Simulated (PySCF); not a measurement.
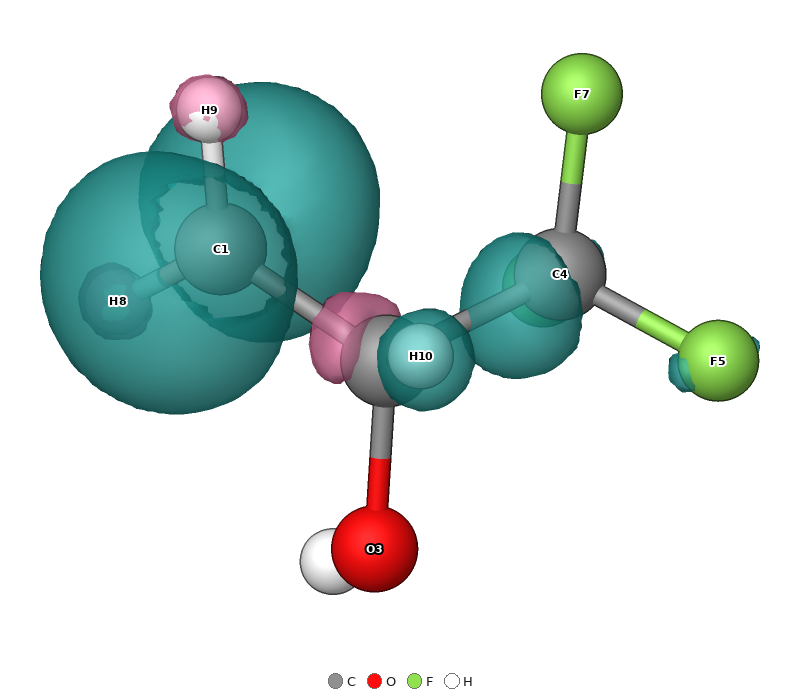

C3H4F3O (doublet). Isosurfaces of the spin density (α minus β) at +0.03 (teal) and −0.03 e/Å³ (pink), seen at a tilt.

Geometry: GFN2-xTB.

The calculation used UKS B3LYP, pcH-1 on C F H O, non-relativistic, mean-field spin-orbit, GIAO (PySCF 2.14.0, density-fitted response routines).

```yaml
atoms:
  - { symbol: C, position_ang: [1.1056, -0.2927, 0.8581] }
  - { symbol: C, position_ang: [0.0318, 0.5217, 0.2688] }
  - { symbol: O, position_ang: [0.4460, 1.4762, -0.6576] }
  - { symbol: C, position_ang: [-1.0153, -0.4215, -0.4125] }
  - { symbol: F, position_ang: [-2.0734, 0.2461, -0.8765] }
  - { symbol: F, position_ang: [-0.4701, -1.0638, -1.4565] }
  - { symbol: F, position_ang: [-1.4752, -1.3534, 0.4298] }
  - { symbol: H, position_ang: [2.0732, -0.3185, 0.3981] }
  - { symbol: H, position_ang: [0.8948, -0.9239, 1.6967] }
  - { symbol: H, position_ang: [-0.5374, 1.0648, 1.0392] }
  - { symbol: H, position_ang: [1.0256, 1.0674, -1.3137] }
```

Where is the unpaired spin?

Answer. The unpaired spin (1 electron) lies mostly on C1 (about 0.7), in electrons by Hirshfeld's partition.
